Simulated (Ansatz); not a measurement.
**C₆H₈Ge (SMILES [GeH3][c]1ccccc1): density, localisation and related maps**

Input file:

```
crystal:
  periodic: [false, false, false]
  atoms:
    - {symbol: Ge, position_ang: [-0.715539, 0.487074, 2.364832]}
    - {symbol: C, position_ang: [-0.155050, 0.116439, 0.539329]}
    - {symbol: C, position_ang: [0.812819, -0.850266, 0.274723]}
    - {symbol: C, position_ang: [1.198559, -1.130812, -1.027851]}
    - {symbol: C, position_ang: [0.620685, -0.444880, -2.085611]}
    - {symbol: C, position_ang: [-0.341559, 0.522267, -1.836475]}
    - {symbol: C, position_ang: [-0.724871, 0.800196, -0.532648]}
    - {symbol: H, position_ang: [-1.154544, 1.956319, 2.481354]}
    - {symbol: H, position_ang: [0.451711, 0.212847, 3.327780]}
    - {symbol: H, position_ang: [-1.900801, -0.409741, 2.766190]}
    - {symbol: H, position_ang: [1.278471, -1.391656, 1.092309]}
    - {symbol: H, position_ang: [1.954215, -1.885004, -1.217125]}
    - {symbol: H, position_ang: [0.922685, -0.661671, -3.103980]}
    - {symbol: H, position_ang: [-0.793425, 1.064182, -2.659757]}
    - {symbol: H, position_ang: [-1.475155, 1.564004, -0.353570]}
basis:
  gaussian: {orbitals: def2-TZVPP}
hamiltonian: {xc: pbe0, dispersion: d4}
output: {orbitals: {seedname: orbitals}}
```

Command:

```sh
ansatz run in.yaml --threads 2 --pin off --events-out ev --progress --plain --max-ram 32768MiB --backend cuda --devices 0, --max-vram 18GiB
```

Geometry: PBE0-D4/def2-TZVP.

These are results of Ansatz, RKS PBE0-D4/def2-TZVPP, not measurements.

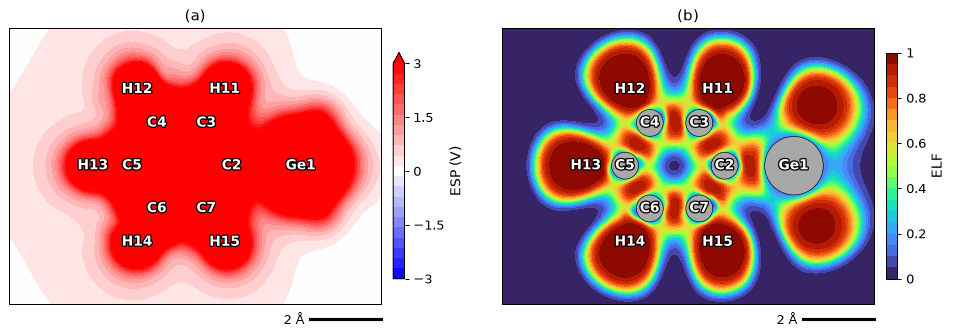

Figure 1. (a) electrostatic potential; (b) electron localisation function on the plane of atoms C3, C4 and H12. Grey discs cover the atomic cores in the ELF map.

Read the bonding off the picture.

Answer. Atoms in the plane: Ge, C and H. C–C (1.39 Å): the ELF peaks at about 0.95 between the atoms: localised, covalent bonding. C–Ge (1.95 Å): the ELF peaks at about 0.95 in the valence shell of C, 0.7 Å from its nucleus, and is about 0.70 at the midpoint. C–H (1.08 Å): the ELF climbs to about 1 towards the hydrogen, as it does in any bond to H: an ordinary covalent bond to hydrogen. The potential has no marked negative region in this plane.

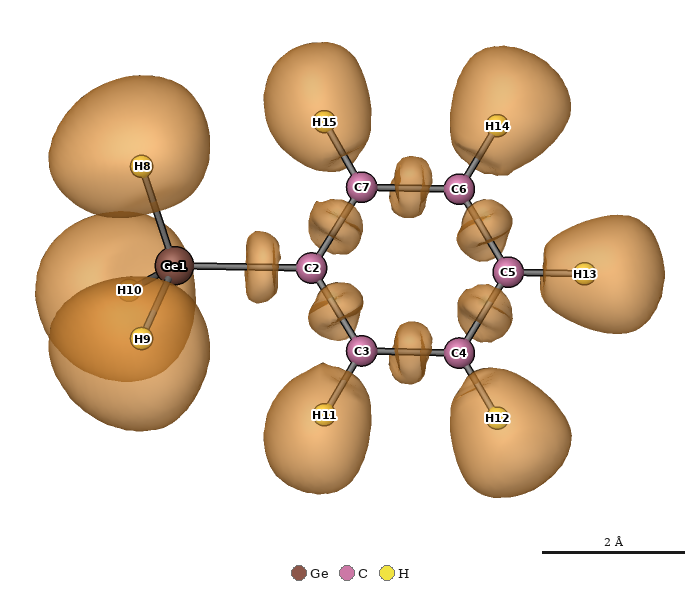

Figure 2. Isosurface of the electron localisation function at 0.8 (orange), seen at a tilt. Core shells and regions of very low density are left out.

What do the ELF domains correspond to?

Answer. The surface consists of six regions between bonded C–C atoms (shared pairs), eight regions around hydrogen nuclei and one lobe of the valence shell of C pointing towards Ge (polar bonds).

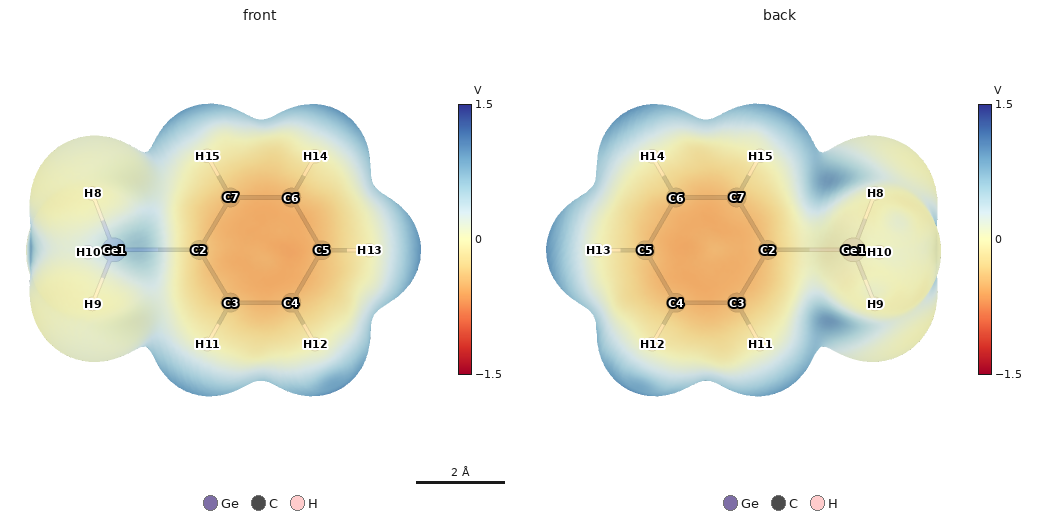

Figure 3. The electrostatic potential painted on the density surface at 0.002 e/bohr³, seen from the front and from behind; red is negative and blue positive.

Where is the surface potential most negative and most positive?

Answer. The most negative region (about −0.6 V) lies over the π face of the C atoms, the most positive (about +1.0 V) over Ge1, H12, H13 and H14.
